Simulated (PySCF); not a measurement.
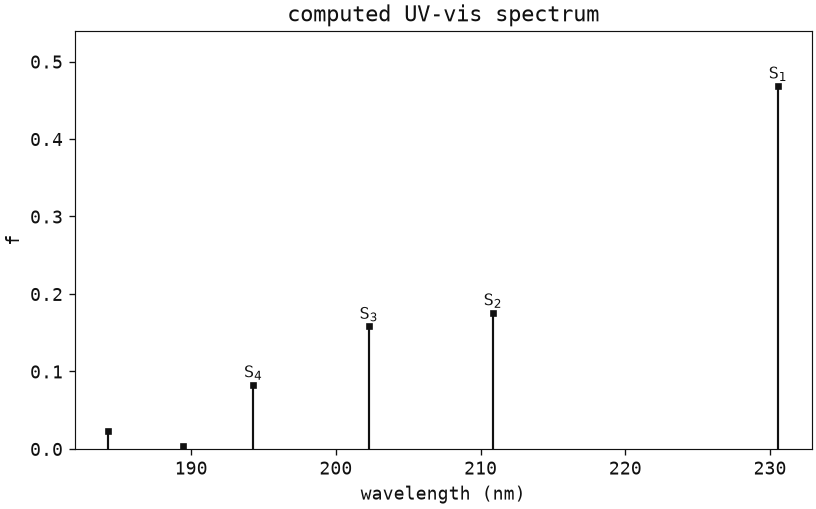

Computed absorption of C₅H₁₀OSi, SMILES CO/C=C\[C@@H]1C[SiH2]1. Vertical TDDFT excitations, ωB97X-D/def2-SVPD (IEF-PCM tetrahydrofuran), PySCF, at a PBE0-D3(BJ)/def2-SVP geometry (no frequency check). Only the first 6 singlet excitations are included.

Question: Does any vertical transition fall in the visible?

Answer: No singlet lies below 3.1 eV (beyond 400 nm), so at this level no vertical transition falls in the visible.

Question: Where is the lowest singlet, and is it bright?

Answer: S1 lies at 5.38 eV (231 nm) with f = 0.469, mainly HOMO → LUMO (92 %); it is bright.

Note: one conformer of a flexible molecule; core orbitals are frozen in the response.
